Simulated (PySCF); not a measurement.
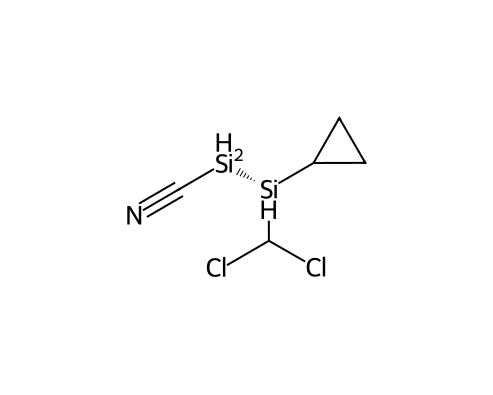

The computed structure is the end point of a GFN2-xTB optimisation. No frequency run is at hand to confirm it as a minimum. Method: PBE0/pcSseg-1, gas phase (PySCF 2.14.0).

What does the calculation give?

The species is C₅H₉Cl₂NSi₂ (`N#C[SiH2][Si@@H](C(Cl)Cl)C1CC1`).
- dipole moment: 4.71 D
- HOMO energy (Kohn–Sham orbital): −8.24 eV
- LUMO energy (Kohn–Sham orbital): −1.14 eV
- HOMO–LUMO gap: 7.10 eV

The geometry is semi-empirical. Around Si such bond lengths and angles can be off by a tenth of an ångström or more and by several degrees, and values that hang on the shape move with them.
